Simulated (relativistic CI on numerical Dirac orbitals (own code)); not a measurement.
# Si¹²⁺: one ion under different settings

Aim: see what numerical and physical settings do to the SCF, the total energy and the lowest levels of Si¹²⁺.

Method: Dirac-Coulomb-Breit CI, KLI orbitals optimised for each configuration, model QED (radiative potential, 1s self-energy scaled to tabulated hydrogen-like ionisation energies), numerical settings as typed. Code: relativistic CI on numerical Dirac orbitals (own code) version 3.

## 1. The atom as given

- ion: Si¹²⁺ (Si XIII)
- nuclear charge: 14
- electrons: 2
- isotope: A = 28

## 2. A try

Input settings:

```ini
atom Si  Z=14  charge=12  electrons=2
nucleus A=28  rms_radius_fm=3.1224
hamiltonian dirac-coulomb  breit=on  qed=on  c_scale=1
orbitals kli  potential=per-configuration
slater_scale 1
correlation none
mixing on
grid step=0.0125 r_max=1.16
scf mixing=0.4 start=green max_iterations=86 tolerance=2e-08 node_fill=0.05
configurations
  1s2
  1s 2s
  1s 2p
end
```

On the command line:

```console
python run_levels.py task.json out
```

One command runs all members of the session, one after another, from task.json.

The program writes no log. Results of the run, from its result record (rounded, main fields):

```text
{
  "status": "not_converged",
  "warnings": ["orbital 1s not found"],
  "scf_steps of the first configuration [iteration, E_Ha, residual, outer_eigenvalue_Ha]": [
    [1, -187.7231113, 0.704, -97.11],
    [2, -187.7998465, 0.422, -94.06],
    [3, -187.8421038, 0.00301, -89.62],
    [4, -187.8421186, 0.000372, -89.65],
    [5, -187.8421186, 2.01e-06, -89.64],
    [6, -187.8421186, 2.72e-07, -89.64],
    [7, -187.8421186, 4.17e-10, -89.64]
  ]
}
```

Run time: 0.0023 s. Hardware: 1 thread, shared host.

Diagnosis: the run ended without a result. An orbital is not bound on this grid with the right number of nodes. The input had end of the grid 1.16. The cure is to let the grid reach far enough, with the usual settings.

## 3. A try

Changes to the settings of step 2:

```diff
@@ -7,4 +7,4 @@
 mixing on
-grid step=0.0125 r_max=1.16
-scf mixing=0.4 start=green max_iterations=86 tolerance=2e-08 node_fill=0.05
+grid step=0.002 r_max=7.7
+scf mixing=0.4 start=green max_iterations=97 tolerance=2e-08 node_fill=0.05
 configurations
```

Result record:

```text
{
  "status": "refused",
  "warnings": ["the grid has 7929 points, outside 40 to 4096"]
}
```

It took 0.00058 s on 1 thread, shared host.

What went wrong: the program refused the input. Step and end of the grid give a number of points outside the range that the program accepts. The input had grid step 0.002. The cure is to go back to a usual grid step.

## 4. The mended input

Changes to the settings of step 3:

```diff
@@ -7,4 +7,4 @@
 mixing on
-grid step=0.002 r_max=7.7
-scf mixing=0.4 start=green max_iterations=97 tolerance=2e-08 node_fill=0.05
+grid step=0.0125 r_max=7.7
+scf mixing=0.4 start=green max_iterations=150 tolerance=2e-08 node_fill=0.05
 configurations
```

Result record:

```text
{
  "status": "converged",
  "levels [i, E_cm, J2, conf, term, w_term, w_jj]": [
    [0, 0, 0, "1s2", "1S", 1, 1],
    [1, 14826372, 2, "1s 2s", "3S", 1, 1],
    [2, 14940528, 0, "1s 2p", "3P*", 1, 1],
    [3, 14942302, 2, "1s 2p", "3P*", 0.9963, 0.7226],
    [4, 14949428, 4, "1s 2p", "3P*", 1, 1],
    [5, 14950986, 0, "1s 2s", "1S", 1, 1],
    [6, 15037057, 2, "1s 2p", "1P*", 0.9963, 0.7226]
  ],
  "total_energy [Ha]": -187.77442292,
  "n_levels_all": 7,
  "overlap": 7.0818e-15,
  "scf_iterations": [7, 7, 7],
  "orbital_energies [Ha]": {"1s": -89.6412},
  "configurations [conf, odd, states, E_av_Ha, breit_Ha, qed_Ha]": [
    ["1s2", 0, 1, -187.8421186, 0.03422, 0.03349],
    ["1s 2s", 0, 4, -120.098388, 0.001603, 0.01956],
    ["1s 2p", 1, 12, -119.5897114, 0.00205, 0.0175]
  ],
  "scf_steps of the first configuration [iteration, E_Ha, residual, outer_eigenvalue_Ha]": [
    [1, -187.7231113, 0.704, -97.11],
    [2, -187.7998465, 0.422, -94.06],
    [3, -187.8421038, 0.00301, -89.62],
    [4, -187.8421186, 0.000372, -89.65],
    [5, -187.8421186, 2.01e-06, -89.64],
    [6, -187.8421186, 2.72e-07, -89.64],
    [7, -187.8421186, 4.17e-10, -89.64]
  ]
}
```

Wall time 0.049 s (1 thread, shared host).

## 5. Tolerance 1e-06

Changes to the settings of step 4:

```diff
@@ -8,3 +8,3 @@
 grid step=0.0125 r_max=7.7
-scf mixing=0.4 start=green max_iterations=150 tolerance=2e-08 node_fill=0.05
+scf mixing=0.4 start=green max_iterations=150 tolerance=1e-06 node_fill=0.05
 configurations
```

Result record:

```text
{
  "status": "converged",
  "levels [i, E_cm, J2, conf, term, w_term]": [
    [0, 0, 0, "1s2", "1S", 1],
    [1, 14826372, 2, "1s 2s", "3S", 1],
    [2, 14940528, 0, "1s 2p", "3P*", 1],
    [3, 14942302, 2, "1s 2p", "3P*", 0.9963],
    [4, 14949428, 4, "1s 2p", "3P*", 1],
    [5, 14950986, 0, "1s 2s", "1S", 1],
    [6, 15037057, 2, "1s 2p", "1P*", 0.9963]
  ],
  "total_energy [Ha]": -187.77442292,
  "n_levels_all": 7,
  "overlap": 6.41692e-15,
  "scf_iterations": [6, 6, 7],
  "orbital_energies [Ha]": {"1s": -89.6412},
  "configurations [conf, odd, states, E_av_Ha, breit_Ha, qed_Ha]": [
    ["1s2", 0, 1, -187.8421186, 0.03422, 0.03349],
    ["1s 2s", 0, 4, -120.098388, 0.001603, 0.01956],
    ["1s 2p", 1, 12, -119.5897114, 0.00205, 0.0175]
  ],
  "scf_steps of the first configuration [iteration, E_Ha, residual, outer_eigenvalue_Ha]": [
    [1, -187.7231113, 0.704, -97.11],
    [2, -187.7998465, 0.422, -94.06],
    [3, -187.8421038, 0.00301, -89.62],
    [4, -187.8421186, 0.000372, -89.65],
    [5, -187.8421186, 2.01e-06, -89.64],
    [6, -187.8421186, 2.72e-07, -89.64]
  ]
}
```

It took 0.048 s on 1 thread, shared host.

## 6. Grid step 0.008

Changes to the settings of step 5:

```diff
@@ -7,4 +7,4 @@
 mixing on
-grid step=0.0125 r_max=7.7
-scf mixing=0.4 start=green max_iterations=150 tolerance=1e-06 node_fill=0.05
+grid step=0.008 r_max=7.7
+scf mixing=0.4 start=green max_iterations=150 tolerance=2e-08 node_fill=0.05
 configurations
```

Result record:

```text
{
  "status": "converged",
  "levels [i, E_cm, J2, conf, term, w_term]": [
    [0, 0, 0, "1s2", "1S", 1],
    [1, 14826373, 2, "1s 2s", "3S", 1],
    [2, 14940529, 0, "1s 2p", "3P*", 1],
    [3, 14942302, 2, "1s 2p", "3P*", 0.9963],
    [4, 14949429, 4, "1s 2p", "3P*", 1],
    [5, 14950987, 0, "1s 2s", "1S", 1],
    [6, 15037058, 2, "1s 2p", "1P*", 0.9963]
  ],
  "total_energy [Ha]": -187.77443248,
  "n_levels_all": 7,
  "overlap": 8.77488e-16,
  "scf_iterations": [7, 7, 7],
  "orbital_energies [Ha]": {"1s": -89.6412},
  "configurations [conf, odd, states, E_av_Ha, breit_Ha, qed_Ha]": [
    ["1s2", 0, 1, -187.8421281, 0.03422, 0.03349],
    ["1s 2s", 0, 4, -120.098394, 0.001603, 0.01956],
    ["1s 2p", 1, 12, -119.5897174, 0.00205, 0.0175]
  ],
  "scf_steps of the first configuration [iteration, E_Ha, residual, outer_eigenvalue_Ha]": [
    [1, -187.7231208, 0.704, -97.11],
    [2, -187.799856, 0.422, -94.06],
    [3, -187.8421133, 0.00301, -89.62],
    [4, -187.8421281, 0.000372, -89.65],
    [5, -187.8421281, 2.01e-06, -89.64],
    [6, -187.8421281, 2.72e-07, -89.64],
    [7, -187.8421281, 4.17e-10, -89.64]
  ]
}
```

Run time: 0.069 s. Hardware: 1 thread, shared host.

## 7. End of the grid 23.1

Changes to the settings of step 6:

```diff
@@ -7,3 +7,3 @@
 mixing on
-grid step=0.008 r_max=7.7
+grid step=0.0125 r_max=23.1
 scf mixing=0.4 start=green max_iterations=150 tolerance=2e-08 node_fill=0.05
```

Result record:

```text
{
  "status": "converged",
  "levels [i, E_cm, J2, conf, term, w_term]": [
    [0, 0, 0, "1s2", "1S", 1],
    [1, 14826372, 2, "1s 2s", "3S", 1],
    [2, 14940528, 0, "1s 2p", "3P*", 1],
    [3, 14942302, 2, "1s 2p", "3P*", 0.9963],
    [4, 14949428, 4, "1s 2p", "3P*", 1],
    [5, 14950986, 0, "1s 2s", "1S", 1],
    [6, 15037057, 2, "1s 2p", "1P*", 0.9963]
  ],
  "total_energy [Ha]": -187.77442292,
  "n_levels_all": 7,
  "overlap": 7.0818e-15,
  "scf_iterations": [7, 7, 7],
  "orbital_energies [Ha]": {"1s": -89.6412},
  "configurations [conf, odd, states, E_av_Ha, breit_Ha, qed_Ha]": [
    ["1s2", 0, 1, -187.8421186, 0.03422, 0.03349],
    ["1s 2s", 0, 4, -120.098388, 0.001603, 0.01956],
    ["1s 2p", 1, 12, -119.5897114, 0.00205, 0.0175]
  ],
  "scf_steps of the first configuration [iteration, E_Ha, residual, outer_eigenvalue_Ha]": [
    [1, -187.7231113, 0.704, -97.11],
    [2, -187.7998465, 0.422, -94.06],
    [3, -187.8421038, 0.00301, -89.62],
    [4, -187.8421186, 0.000372, -89.65],
    [5, -187.8421186, 2.01e-06, -89.64],
    [6, -187.8421186, 2.72e-07, -89.64],
    [7, -187.8421186, 4.17e-10, -89.64]
  ]
}
```

It took 0.051 s on 1 thread, shared host.

## 8. End of the grid 11.55

Changes to the settings of step 7:

```diff
@@ -7,3 +7,3 @@
 mixing on
-grid step=0.0125 r_max=23.1
+grid step=0.0125 r_max=11.55
 scf mixing=0.4 start=green max_iterations=150 tolerance=2e-08 node_fill=0.05
```

Result record:

```text
{
  "status": "converged",
  "levels [i, E_cm, J2, conf, term, w_term]": [
    [0, 0, 0, "1s2", "1S", 1],
    [1, 14826372, 2, "1s 2s", "3S", 1],
    [2, 14940528, 0, "1s 2p", "3P*", 1],
    [3, 14942302, 2, "1s 2p", "3P*", 0.9963],
    [4, 14949428, 4, "1s 2p", "3P*", 1],
    [5, 14950986, 0, "1s 2s", "1S", 1],
    [6, 15037057, 2, "1s 2p", "1P*", 0.9963]
  ],
  "total_energy [Ha]": -187.77442292,
  "n_levels_all": 7,
  "overlap": 7.0818e-15,
  "scf_iterations": [7, 7, 7],
  "orbital_energies [Ha]": {"1s": -89.6412},
  "configurations [conf, odd, states, E_av_Ha, breit_Ha, qed_Ha]": [
    ["1s2", 0, 1, -187.8421186, 0.03422, 0.03349],
    ["1s 2s", 0, 4, -120.098388, 0.001603, 0.01956],
    ["1s 2p", 1, 12, -119.5897114, 0.00205, 0.0175]
  ],
  "scf_steps of the first configuration [iteration, E_Ha, residual, outer_eigenvalue_Ha]": [
    [1, -187.7231113, 0.704, -97.11],
    [2, -187.7998465, 0.422, -94.06],
    [3, -187.8421038, 0.00301, -89.62],
    [4, -187.8421186, 0.000372, -89.65],
    [5, -187.8421186, 2.01e-06, -89.64],
    [6, -187.8421186, 2.72e-07, -89.64],
    [7, -187.8421186, 4.17e-10, -89.64]
  ]
}
```

Wall time 0.05 s (1 thread, shared host).

## 9. Comparison

| setting | total energy less usual (Ha) | largest shift of a level among the lowest eight of both runs, same label and place (cm⁻¹) | SCF iterations | time | lowest level | kind of change |
| --- | --- | --- | --- | --- | --- | --- |
| usual | 0 | 0 | 21 | 0.049 s | 1s2 1S0 | - |
| tolerance 1e-06 | 0 | 0 | 19 | 0.048 s | 1s2 1S0 | numerical |
| grid step 0.008 | -9.56e-06 | 0.777 | 21 | 0.069 s | 1s2 1S0 | numerical |
| end of the grid 23.1 | 0 | 0 | 21 | 0.051 s | 1s2 1S0 | numerical |
| end of the grid 11.55 | 0 | 0 | 21 | 0.05 s | 1s2 1S0 | numerical |

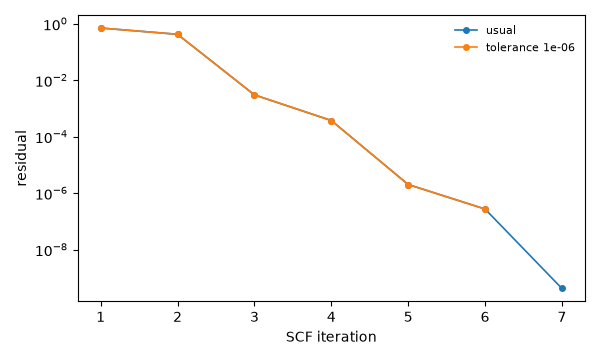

Residual of the first configuration's SCF.

## 10. What came out

```
                    quantity         value
lowest level, usual settings       1s2 1S0
                total energy  -187.7744 Ha
            first excitation    1838.24 eV
       runs without a result             2
```

In words: Among the runs whose levels can be followed, they move most under «grid step 0.008» (numerical), by up to 0.777 cm⁻¹. No visible change in the result comes from «tolerance 1e-06» or «end of the grid 23.1» or «end of the grid 11.55». Only the listed configurations are in the model.
